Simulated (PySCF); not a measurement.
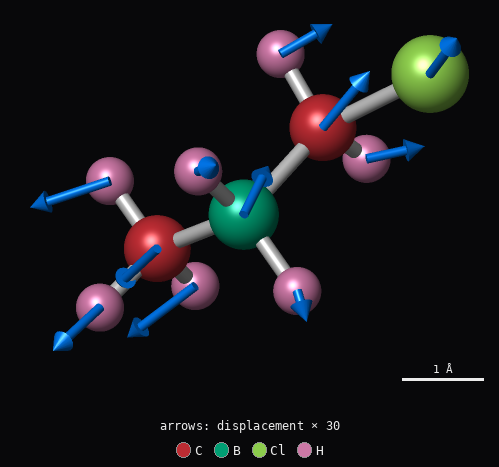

This is a relaxation of C$_{2}$H$_{7}$BCl (charge −1). The starting structure is drawn; blue arrows show the displacements, magnified 30 times. The two geometries are superimposed by the best rigid fit.

A ball-and-stick model, seen from a free direction.

The start comes from GFN2-xTB. Its atoms were then displaced at random by about 0.01 Å.

The calculation used PySCF 2.14.0, density-fitted response routines, PBE0-D3(BJ)/def2-SVP geometry optimisation, gas phase. 

> Describe the change and its energy.

After 3 geometry steps the energy has fallen by 0.061 eV. The largest move after the best rigid fit is that of an H atom, 0.040 Å. Largest moves by element: H 0.040 Å, C 0.037 Å, Cl 0.033 Å, B 0.032 Å. Near-neighbour distances that change, for instance: B–C 1.615 → 1.646 Å, B–H 1.219 → 1.250 Å, C–H 1.081 → 1.104 Å, C–H 1.121 → 1.110 Å. Among the angles between lasting bonds that change: H–B–H 111.7° → 109.0°, C–B–C 105.3° → 107.7°. Cost: 7.8 s on 1 thread of Intel(R) Xeon(R) 6975P-C, on a shared host.

Limits of the set-up: the basis has no diffuse functions, which an anion needs.
